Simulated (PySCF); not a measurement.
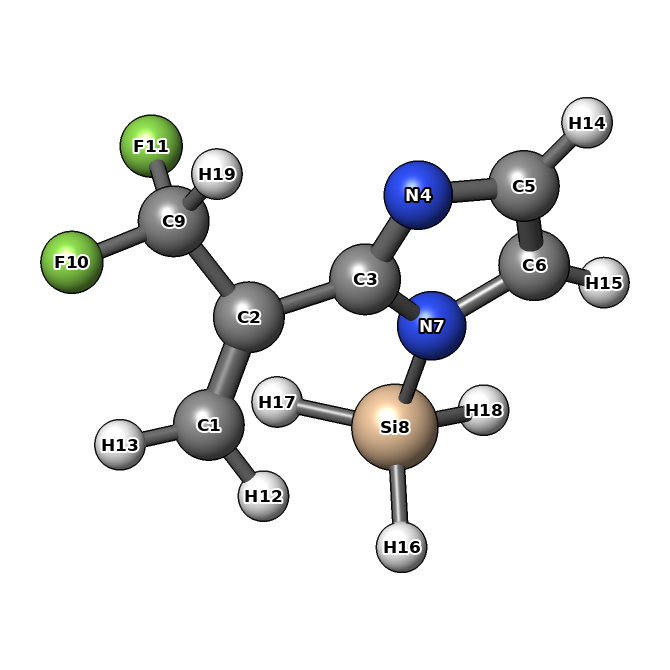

The thickness of each stick grows with its Mayer bond order. Computed geometry: PBE0-D3(BJ)/def2-SVP optimisation. No frequency run is at hand to confirm it as a minimum. Computed with PBE0/pcSseg-1 in chloroform (IEF-PCM) (PySCF 2.14.0).

Which bond between heavy atoms has the highest Mayer bond order?

C1–C2, 1.93, at a length of 1.339 Å.

List the Mayer bond orders of C1–C2, C2–C3, C2–C9, C3–N4, C3–N7, N4–C5, C5–C6, C6–N7, N7–Si8, C9–F10, C9–F11 (bonds between heavy atoms, one of each equivalent set).

```
  bond  Mayer order  length (Å)
 C1–C2         1.93       1.339
 C2–C3         0.99       1.460
 C2–C9         1.00       1.508
 C3–N4         1.54       1.315
 C3–N7         1.06       1.380
 N4–C5         1.35       1.361
 C5–C6         1.57       1.372
 C6–N7         1.15       1.383
N7–Si8         0.76       1.787
C9–F10         0.95       1.350
C9–F11         0.96       1.354
```
